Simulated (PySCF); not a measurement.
# One shape, several levels: CHClFNOSi (SMILES O=C=N[SiH](F)Cl)

Aim: a comparison of 6 runs (HF/STO-3G, HF/def2-SVP, B3LYP/6-31G*, PBE0/def2-SVP, MP2/def2-SVPD) of CHClFNOSi. The job is set up through a Python script.

The calculation is run with PySCF 2.14.0.

**1. The molecule**

The species is CHClFNOSi (7 atoms), meant as a singlet with charge 0. SMILES: `O=C=N[SiH](F)Cl`. The coordinates come from a PBE0-D4/def2-TZVP relaxation. This is one conformer, not always the lowest.

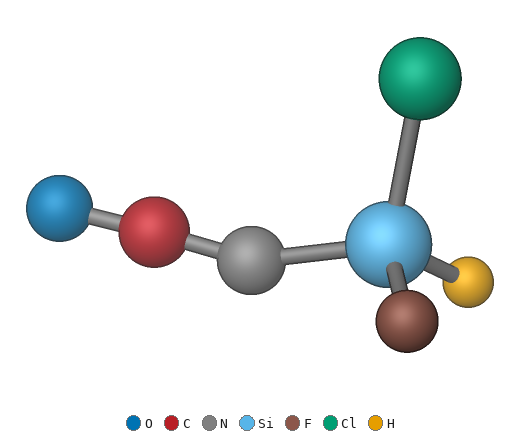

Viewed from a chosen angle; oxygen blue, carbon red, nitrogen grey, silicon blue, fluorine brown, chlorine teal, hydrogen amber.

**2. Energy and forces at HF/STO-3G (run 1)**

File run.py:

```python
from pyscf import gto, scf

mol = gto.M(
    atom='''
O      0.815200    -2.357500     1.658700
C      0.512200    -1.559700     0.874600
N      0.199300    -0.771000     0.028300
Si    -0.274200     0.722000    -0.596700
F      0.917700     1.292700    -1.464400
Cl    -0.652900     2.033600     0.904000
H     -1.456100     0.571700    -1.450200
''',
    charge=0,
    max_memory=1860,
    basis='sto-3g',
    verbose=4,
)

calc0 = scf.RHF(mol)
calc0.conv_tol = 1e-10
calc0.kernel()
if not calc0.converged:
    calc0 = calc0.newton().run(calc0.mo_coeff, calc0.mo_occ)

e_tot = calc0.e_tot
print('E(%s) = %.9f' % ('HF', e_tot))
grad = calc0.nuc_grad_method().kernel()
calc0.analyze()
```

Started as:

```sh
OMP_NUM_THREADS=1 python run.py
```

Standard output:

```text
PySCF version 2.14.0

[... 81 lines left out ...]
One-electron Energy =                -2066.108704854282223
[... 7 lines left out ...]
MO #3   energy= -25.8961194330875  occ= 2
[... 5 lines left out ...]
MO #9   energy= -7.79190243693469  occ= 2
[... 5 lines left out ...]
MO #15  energy= -1.49925846332389  occ= 2
[... 5 lines left out ...]
MO #21  energy= -0.607005770930538 occ= 2
[... 5 lines left out ...]
MO #27  energy= -0.445575675706368 occ= 2
[... 5 lines left out ...]
MO #33  energy= 0.330299289665689  occ= 0
[... 5 lines left out ...]
MO #39  energy= 1.44398875273091   occ= 0
[... 49 lines left out ...]
Dipole moment(X, Y, Z, Debye): -0.76373, -0.48116, -2.00868
```

Wall time 2.6 s (1 thread of Intel Xeon at 2.70GHz, shared host); peak memory 0.12 GiB.

**3. Energy and forces at HF/def2-SVP (run 2)**

File run.py:

```python
import pyscf.grad
from pyscf import gto

system = gto.M(
    atom='''
O    0.815200  -2.357500   1.658700
C    0.512200  -1.559700   0.874600
N    0.199300  -0.771000   0.028300
Si  -0.274200   0.722000  -0.596700
F    0.917700   1.292700  -1.464400
Cl  -0.652900   2.033600   0.904000
H   -1.456100   0.571700  -1.450200
''',
    max_memory=1860,
    basis='def2-svp',
    charge=0,
    verbose=4,
)

mf = system.RHF()
mf.conv_tol = 1e-10
mf.kernel()
if not mf.converged:
    mf = mf.newton().run(mf.mo_coeff, mf.mo_occ)

e_final = mf.e_tot
print(f'total energy: {e_final:.8f} hartree')
grad = mf.Gradients().kernel()
mf.analyze()
```

Started as:

```sh
OMP_NUM_THREADS=1 python run.py
```

Standard output:

```text
PySCF version 2.14.0

[... 67 lines left out ...]
converged SCF energy = -1015.35668337645
[... 28 lines left out ...]
MO #6   energy= -11.4438287703967  occ= 2
[... 12 lines left out ...]
MO #19  energy= -0.864559643162879 occ= 2
[... 12 lines left out ...]
MO #32  energy= 0.143067580185264  occ= 0
[... 12 lines left out ...]
MO #45  energy= 0.608414215735207  occ= 0
[... 12 lines left out ...]
MO #58  energy= 1.11941790149027   occ= 0
[... 12 lines left out ...]
MO #71  energy= 1.60011759184547   occ= 0
[... 12 lines left out ...]
MO #84  energy= 2.87622044061258   occ= 0
[... 12 lines left out ...]
MO #97  energy= 4.21760532693965   occ= 0
[... 107 lines left out ...]
Dipole moment(X, Y, Z, Debye): -1.29917,  0.01167, -0.66601
```

Wall time 9 s (1 thread of Intel Xeon at 2.70GHz, shared host); peak memory 0.2 GiB.

Runs 3 to 5 aren't shown in full; the table further down has their settings and results.

**4. Energy and forces at MP2/def2-SVPD (run 6)**

File job.py:

```python
# O=C=N[SiH](F)Cl
from pyscf import gto, mp

mol = gto.M(
    atom=[
    ('O', (0.815200, -2.357500, 1.658700)),
    ('C', (0.512200, -1.559700, 0.874600)),
    ('N', (0.199300, -0.771000, 0.028300)),
    ('Si', (-0.274200, 0.722000, -0.596700)),
    ('F', (0.917700, 1.292700, -1.464400)),
    ('Cl', (-0.652900, 2.033600, 0.904000)),
    ('H', (-1.456100, 0.571700, -1.450200)),
],
    basis='def2-svpd',
    verbose=4,
    max_memory=1860,
    spin=0,
)

mf = mol.RHF()
mf.conv_tol = 1e-10
mf.kernel()
if not mf.converged:
    mf = mf.newton().run(mf.mo_coeff, mf.mo_occ)

pt = mp.MP2(mf, frozen=14).run()
etot = pt.e_tot
print(f'total energy: {etot:.8f} hartree')
grad = pt.nuc_grad_method().kernel()
mf.analyze()
```

Started as:

```sh
OMP_NUM_THREADS=1 python job.py
```

Standard output:

```text
PySCF version 2.14.0

[... 96 lines left out ...]
MO #1   energy= -104.825107004871  occ= 2
[... 17 lines left out ...]
MO #19  energy= -0.869074479252799 occ= 2
[... 17 lines left out ...]
MO #37  energy= 0.138301289036318  occ= 0
[... 17 lines left out ...]
MO #55  energy= 0.337988247924743  occ= 0
[... 17 lines left out ...]
MO #73  energy= 0.639571866928624  occ= 0
[... 17 lines left out ...]
MO #91  energy= 0.988626487798458  occ= 0
[... 17 lines left out ...]
MO #109 energy= 1.52010181468002   occ= 0
[... 17 lines left out ...]
MO #127 energy= 2.20511464423884   occ= 0
[... 17 lines left out ...]
MO #145 energy= 4.41103541622361   occ= 0
[... 155 lines left out ...]
Dipole moment(X, Y, Z, Debye): -1.29702,  0.05555, -0.77903
```

Run time: 67 s. Hardware: 1 thread of Intel Xeon at 2.70GHz, shared host; peak memory 2 GiB.

**5. All runs side by side**

| run | level | integration grid | Cartesian functions | energy (Eh) | dipole moment (D) of the reference | HOMO energy (eV) | LUMO energy (eV) | wall time |
| --- | --- | --- | --- | --- | --- | --- | --- | --- |
| 1 | HF/STO-3G | – | no | -1003.869257 | 2.20 | -9.30 | 7.73 | 2.6 s |
| 2 | HF/def2-SVP | – | no | -1015.356683 | 1.46 | -12.80 | 3.89 | 9 s |
| 3 | B3LYP/6-31G* (spherical functions) | 5 | no | -1018.357972 | 1.24 | -8.94 | -0.26 | 41 s |
| 4 | PBE0/def2-SVP | 5 | no | -1017.383633 | 1.20 | -9.30 | -0.03 | 42 s |
| 5 | B3LYP/6-31G* (Cartesian functions) | 5 | yes | -1018.367445 | 1.24 | -8.95 | -0.27 | 51 s |
| 6 | MP2/def2-SVPD | – | no | -1016.286581 | 1.51 | -12.92 | 2.01 | 67 s |

**6. What came out**

| quantity | value |
| --- | --- |
| run 6: total energy | -1016.28658 Eh |
| run 6: dipole moment (Hartree–Fock density) | 1.51 D |
| run 6: HOMO energy (Hartree–Fock orbitals) | -12.92 eV |
| run 6: LUMO energy (Hartree–Fock orbitals) | 2.01 eV |
| run 6: HOMO–LUMO gap (Hartree–Fock orbitals) | 14.93 eV |
| run 6: correlation energy (14 core orbitals frozen) | -904.6 mEh |
| run 6: largest force on an atom | 1.836 eV/Å |

**Reading.** Over runs 1, 2, 3, 4, 5 the dipole moment (its size) runs from 1.20 D (PBE0/def2-SVP) to 2.20 D (HF/STO-3G). The two ends differ in method and basis. Over runs 1, 2, 3, 4, 5 the HOMO–LUMO gap runs from 8.68 eV (B3LYP/6-31G*) to 17.03 eV (HF/STO-3G). Totals of different functionals can't be ranked against each other. In run 1 the basis is minimal, so the values are rough. All runs together took 3.5 min, the longest 67 s.
